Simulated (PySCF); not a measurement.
Consider C$_{4}$H$_{6}$P$_{2}$Si.

Input file:

```
{"job": {"kind": "nmr", "xc": "PBE0", "basis": "pcSseg-1"}, "charge": 0, "multiplicity": 1}
Si     2.333695     0.231249     0.007823
C      0.438000     0.217000     0.006543
C     -0.211380    -1.008228    -0.032817
C     -1.569171    -1.255611    -0.042749
P     -2.873490    -0.112260    -0.008133
C     -2.038283     1.399444     0.041223
P     -0.351422     1.774821     0.056423
H      2.808228    -0.418486    -1.217943
H      2.806893    -0.538185     1.162806
H      2.789395     1.617564     0.076345
H      0.431046    -1.884683    -0.060877
H     -1.881238    -2.294035    -0.075024
H     -2.686661     2.271898     0.068652
```

Run with:

```sh
OMP_NUM_THREADS=1 python probes_run.py task.json out
```

Geometry: GFN2-xTB.

Computed with PBE0/pcSseg-1, SCF density, gas phase, non-relativistic (PySCF 2.14.0).

Predict the electron density and electron localisation function between the atoms.

C–C (1.38 Å): the density is about 2.1 e/Å³ at the midpoint; the ELF peaks at about 0.95 between the atoms: a covalent bond.
C–P (1.73 Å): the density is about 1.3 e/Å³ at the midpoint; the ELF peaks at about 0.95 between the atoms (localised, covalent bonding).
C–Si (1.90 Å): ρ is about 0.92 e/Å³ halfway; the ELF peaks at about 0.95 between the atoms (localised, covalent bonding).
C–H (1.08 Å): ρ is about 2 e/Å³ halfway; the ELF climbs to about 1 towards the hydrogen, as it does in any bond to H (an ordinary covalent bond to hydrogen).

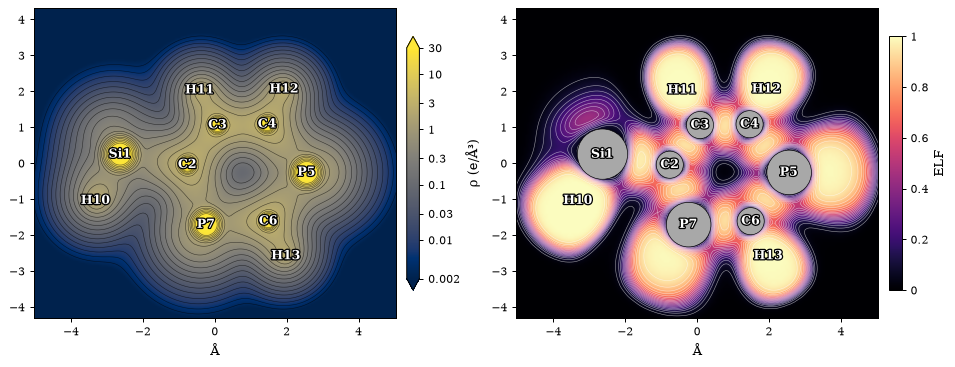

Computed electron density and electron localisation function on the plane of atoms P7, C6 and H13, in this order. Grey discs cover the atomic cores in the ELF map. 
